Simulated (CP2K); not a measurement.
# PBE0/TZV2P-MOLOPT-PBE0-GTH (core potential) run of SiH2Br2 (dibromosilane)

Aim: the vertical ionisation energy of SiH2Br2 (dibromosilane) at PBE0/TZV2P-MOLOPT-PBE0-GTH (core potential), from 2 runs. 

The calculation is run with CP2K 2026.2.

1 further run of the same task is left out (it didn't finish).

**1. The molecule**

The species is SiH2Br2 (5 atoms), meant as a singlet with charge 0. As SMILES, `Br[SiH2]Br`. The shape is that of a PBE0-D4/def2-TZVP optimisation.

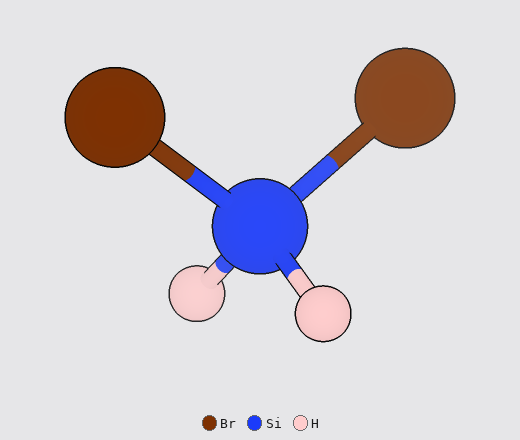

The structure, seen from a chosen angle (bromine brown, silicon blue, hydrogen pink).

**2. The energy at PBE0/TZV2P-MOLOPT-PBE0-GTH (core potential)**

Input file molecule.xyz:

```xyz
5

Br    -1.672690    -1.239290     0.362310
Si     0.158230    -0.046290     0.054680
Br    -0.295570     1.814160    -1.042010
H      1.103430    -0.843230    -0.751710
H      0.706590     0.314640     1.376730
```

Input file run.inp:

```
&GLOBAL
  PROJECT_NAME run
  RUN_TYPE ENERGY
  PRINT_LEVEL MEDIUM
&END GLOBAL

&FORCE_EVAL
  METHOD QS
  &DFT
    BASIS_SET_FILE_NAME BASIS_MOLOPT_UZH
    BASIS_SET_FILE_NAME BASIS_ADMM_UZH
    POTENTIAL_FILE_NAME POTENTIAL_UZH
    &QS
      METHOD GPW
      EPS_DEFAULT 1.0E-10
    &END QS
    ! real-space grids
    &MGRID
      CUTOFF 400
      REL_CUTOFF 50
      NGRIDS 4
    &END MGRID
    &POISSON
      PERIODIC NONE
      POISSON_SOLVER MULTIPOLE
    &END POISSON
    &SCF
      SCF_GUESS ATOMIC
      EPS_SCF 1.0E-06
      MAX_SCF 80
      ADDED_MOS 5
      &DIAGONALIZATION
        ALGORITHM STANDARD
      &END DIAGONALIZATION
      &MIXING
        METHOD DIRECT_P_MIXING
        ALPHA 0.4
      &END MIXING
    &END SCF
    &XC
      &XC_FUNCTIONAL
        &PBE
          SCALE_X 0.75
          SCALE_C 1.0
        &END PBE
      &END XC_FUNCTIONAL
      ! exact exchange
      &HF
        FRACTION 0.25
        &SCREENING
          EPS_SCHWARZ 1.0E-09
        &END SCREENING
        &MEMORY
          MAX_MEMORY 1050
        &END MEMORY
      &END HF
    &END XC
    &AUXILIARY_DENSITY_MATRIX_METHOD
      ADMM_TYPE ADMMS
      EXCH_CORRECTION_FUNC PBEX
    &END AUXILIARY_DENSITY_MATRIX_METHOD
    &PRINT
      &MOMENTS
        PERIODIC F
        REFERENCE COM
        MAX_MOMENT 1
      &END MOMENTS
      &MO ON
        ENERGIES T
        OCCUPATION_NUMBERS T
        NDIGITS 6
        &EACH
          QS_SCF 0
        &END EACH
        ADD_LAST NUMERIC
      &END MO
      &HIRSHFELD OFF
      &END HIRSHFELD
    &END PRINT
  &END DFT
  &SUBSYS
    &CELL
      ABC 9.8 10.1 9.4
      PERIODIC NONE
    &END CELL
    &TOPOLOGY
      COORD_FILE_NAME molecule.xyz
      COORD_FILE_FORMAT XYZ
      &CENTER_COORDINATES
      &END CENTER_COORDINATES
    &END TOPOLOGY
    &KIND Br
      BASIS_SET ORB TZV2P-MOLOPT-PBE0-GTH-q7
      BASIS_SET AUX_FIT admm-tzp-q7
      POTENTIAL GTH-PBE0-q7
    &END KIND
    &KIND Si
      BASIS_SET ORB TZV2P-MOLOPT-PBE0-GTH-q4
      BASIS_SET AUX_FIT admm-tzp-q4
      POTENTIAL GTH-PBE0-q4
    &END KIND
    &KIND H
      BASIS_SET ORB TZV2P-MOLOPT-PBE0-GTH-q1
      BASIS_SET AUX_FIT admm-tzp-q1
      POTENTIAL GTH-PBE0-q1
    &END KIND
  &END SUBSYS
&END FORCE_EVAL
```

The run is started by

```
OMP_NUM_THREADS=1 cp2k.psmp -i run.inp -o run.out
```

Output (excerpt; [...] marks lines left out):

```text
CP2K| version string:                                       CP2K version 2026.2
[...]
 GLOBAL| Method name                                                        CP2K
[...]
 GLOBAL| Run type                                                         ENERGY
[...]
 DFT| Spin restricted Kohn-Sham (RKS) calculation                            RKS
 DFT| Multiplicity                                                             1
[...]
 DFT| Charge                                                                   0
[...]
 FUNCTIONAL| PBE:
 QS| Method:                                                                 GPW
[...]
 QS| Density cutoff [a.u.]:                                                200.0
[...]
 QS| Relative density cutoff [a.u.]:                                        25.0
[...]
                             - Atoms:                                          5
[...]
                             - Spherical basis functions:                    115
[...]
 Number of electrons:                                                         20
[...]
     1 P_Mix/Diag. 0.40E+00    4.1     3.46501629       -30.5666550131 -3.06E+01
[...]
    15 DIIS/Diag.  0.86E-06    3.3     0.00000061       -32.1306859817 -1.03E-12
  *** SCF run converged in    15 steps ***
[...]
  Overlap energy of the core charge distribution:               0.00000003747050
  Self energy of the core charge distribution:                -69.46097931100682
  Core Hamiltonian energy:                                     15.70023661883683
  Hartree energy:                                              28.78022786823819
  Exchange-correlation energy:                                 -5.52094868059776
  Hartree-Fock Exchange energy:                                -1.62922251463685
  Total energy:                                               -32.13068598169593
[...]
                     Mulliken Population Analysis
 #  Atom  Element  Kind  Atomic population                           Net charge
       1     Br       1          7.212646                             -0.212646
       2     Si       2          3.505571                              0.494429
       3     Br       1          7.211525                             -0.211525
       4     H        3          1.035472                             -0.035472
       5     H        3          1.034786                             -0.034786
 # Total charge                             20.000000                 -0.000000
[...]
  Dipole moment [Debye]
    X=  0.1046315E+01 Y= -0.2940475E+00 Z=  0.3670090E+00  Total=      1.1471419
 ENERGY| Total FORCE_EVAL ( QS ) energy [hartree]            -32.130685981695926
[...]
```

Wall time 52 s (1 thread of Arm Neoverse N1, shared host); peak memory 0.88 GiB.

**3. The doublet cation at the same level**

Input file mol.inp:

```
&GLOBAL
 PROJECT_NAME mol
 RUN_TYPE ENERGY
 PRINT_LEVEL MEDIUM
&END
&FORCE_EVAL
 METHOD QS
 &DFT
  BASIS_SET_FILE_NAME BASIS_MOLOPT_UZH
  BASIS_SET_FILE_NAME BASIS_ADMM_UZH
  POTENTIAL_FILE_NAME POTENTIAL_UZH
  CHARGE 1
  MULTIPLICITY 2
  SPIN_POLARIZED T
  ! Quickstep
  &QS
   METHOD GPW
   EPS_DEFAULT 1.0E-10
  &END
  ! plane-wave cutoff in Ry
  &MGRID
   CUTOFF 400
   REL_CUTOFF 50
   NGRIDS 4
  &END
  &POISSON
   PERIODIC NONE
   POISSON_SOLVER MULTIPOLE
  &END
  &SCF
   SCF_GUESS ATOMIC
   EPS_SCF 1.0E-06
   MAX_SCF 30
   &OT
    MINIMIZER DIIS
    PRECONDITIONER FULL_ALL
   &END
   &OUTER_SCF
    EPS_SCF 1.0E-06
    MAX_SCF 8
   &END
  &END
  &XC
   &XC_FUNCTIONAL
    &PBE
     SCALE_X 0.75
     SCALE_C 1.0
    &END
   &END
   &HF
    FRACTION 0.25
    &SCREENING
     EPS_SCHWARZ 1.0E-09
    &END
    &MEMORY
     MAX_MEMORY 1050
    &END
   &END
  &END
  &AUXILIARY_DENSITY_MATRIX_METHOD
   ADMM_TYPE ADMMS
   EXCH_CORRECTION_FUNC PBEX
  &END
  &PRINT
   &MOMENTS
    PERIODIC F
    REFERENCE COM
    MAX_MOMENT 1
   &END
   &MO_CUBES
    NLUMO 3
    NHOMO -1
    WRITE_CUBE F
   &END
   &HIRSHFELD OFF
   &END
  &END
 &END
 ! structure
 &SUBSYS
  ! vacuum box
  &CELL
   ABC 9.8 10.1 9.4
   PERIODIC NONE
  &END
  &COORD
   UNIT bohr
   Br    -3.1609260    -2.3419187     0.6846667
   Si     0.2990114    -0.0874754     0.1033302
   Br    -0.5585464     3.4282655    -1.9691135
   H      2.0851805    -1.5934738    -1.4205260
   H      1.3352616     0.5945834     2.6016426
  &END
  &TOPOLOGY
   &CENTER_COORDINATES
   &END
  &END
  &KIND Br
   BASIS_SET ORB TZV2P-MOLOPT-PBE0-GTH-q7
   BASIS_SET AUX_FIT admm-tzp-q7
   POTENTIAL GTH-PBE0-q7
  &END
  &KIND Si
   BASIS_SET ORB TZV2P-MOLOPT-PBE0-GTH-q4
   BASIS_SET AUX_FIT admm-tzp-q4
   POTENTIAL GTH-PBE0-q4
  &END
  &KIND H
   BASIS_SET ORB TZV2P-MOLOPT-PBE0-GTH-q1
   BASIS_SET AUX_FIT admm-tzp-q1
   POTENTIAL GTH-PBE0-q1
  &END
 &END
&END
```

The run is started by

```
OMP_NUM_THREADS=1 cp2k.psmp -i mol.inp -o mol.out
```

Output (excerpt; [...] marks lines left out):

```text
CP2K| version string:                                       CP2K version 2026.2
[...]
 GLOBAL| Method name                                                        CP2K
[...]
 GLOBAL| Run type                                                         ENERGY
[...]
 DFT| Spin unrestricted (spin-polarized) Kohn-Sham calculation               UKS
 DFT| Multiplicity                                                             2
[...]
 DFT| Charge                                                                   1
[...]
 FUNCTIONAL| PBE:
 QS| Method:                                                                 GPW
[...]
 QS| Density cutoff [a.u.]:                                                200.0
[...]
 QS| Relative density cutoff [a.u.]:                                        25.0
[...]
                             - Atoms:                                          5
[...]
                             - Spherical basis functions:                    115
[...]
 Number of electrons:                                                         10
[...]
     1 OT DIIS     0.15E+00    9.8     0.07859241       -30.0969503951 -3.01E+01
[...]
    18 OT DIIS     0.15E+00    9.4     0.00000050       -31.7399024136 -7.18E-09
  *** SCF run converged in    18 steps ***
[...]
  Overlap energy of the core charge distribution:               0.00000003747052
  Self energy of the core charge distribution:                -69.46097931100682
  Core Hamiltonian energy:                                     15.42947589561586
  Hartree energy:                                              29.10133139715478
  Exchange-correlation energy:                                 -5.26974285370405
  Hartree-Fock Exchange energy:                                -1.53998757913122
  Total energy:                                               -31.73990241360093
[...]
  Dipole moment [Debye]
    X=  0.2363669E+01 Y= -0.6645693E+00 Z=  0.8128491E+00  Total=      2.5863691
[...]
 WARNING : did not converge in ot_eigensolver
 number of iterations          299  exceeded maximum
 current gradient / target gradient   4.2026829449583447E-005  /    1.0000000000000001E-005
[...]
 WARNING : did not converge in ot_eigensolver
 number of iterations          299  exceeded maximum
 current gradient / target gradient   5.9104904405643612E-005  /    1.0000000000000001E-005
[...]
 HOMO - LUMO gap [eV] :    1.375345
 ENERGY| Total FORCE_EVAL ( QS ) energy [hartree]            -31.739902413600934
[...]
```

It took 7.4 min on 1 thread of Arm Neoverse N1, shared host; peak memory 1.2 GiB.

**4. Results**

At PBE0/TZV2P-MOLOPT-PBE0-GTH (core potential):

| quantity | value |
| --- | --- |
| singlet SiH2Br2: total energy | -32.13069 Eh |
| singlet SiH2Br2: dipole moment | 1.15 D |
| singlet SiH2Br2: HOMO energy | -8.57 eV |
| singlet SiH2Br2: LUMO energy | -0.63 eV |
| singlet SiH2Br2: HOMO–LUMO gap | 7.94 eV |
| doublet cation: total energy | -31.73990 Eh |
| doublet cation: HOMO energy (highest over α and β) | -14.07 eV |
| doublet cation: LUMO energy (lowest over α and β) | -12.69 eV |
| doublet cation: ⟨S²⟩ | 0.755 |
| vertical ionisation energy (to the doublet cation) | 10.634 eV |

The vertical ionisation energy comes to 10.63 eV (245 kcal/mol). The negative HOMO energy of the first species, 8.57 eV, lies 2.06 eV below that difference.
